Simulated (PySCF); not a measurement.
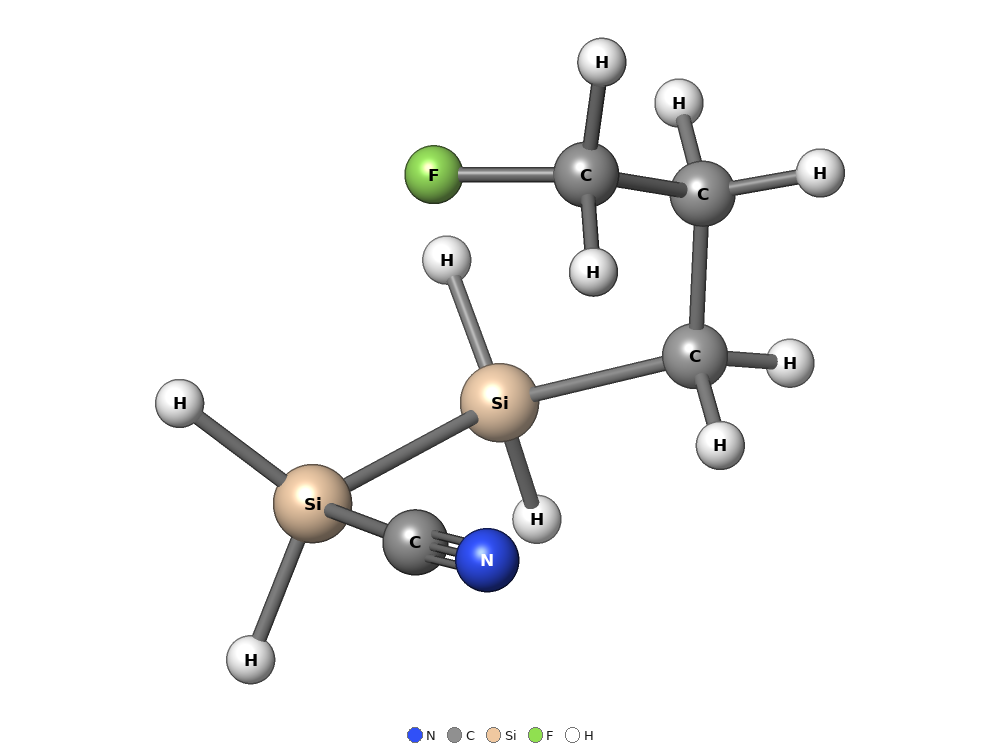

The computed structure is the end point of a GFN2-xTB optimisation. No frequency run is at hand to confirm it as a minimum. Level of theory: PBE0/pcSseg-1, gas phase (PySCF 2.14.0).

What is the HOMO–LUMO gap?

7.89 eV.

Estimate the HOMO energy (Kohn–Sham orbital).

−8.62 eV.

What is the dipole moment?

3.04 D.

The geometry is semi-empirical. Around Si such bond lengths and angles can be off by a tenth of an ångström or more and by several degrees, and values that hang on the shape move with them.
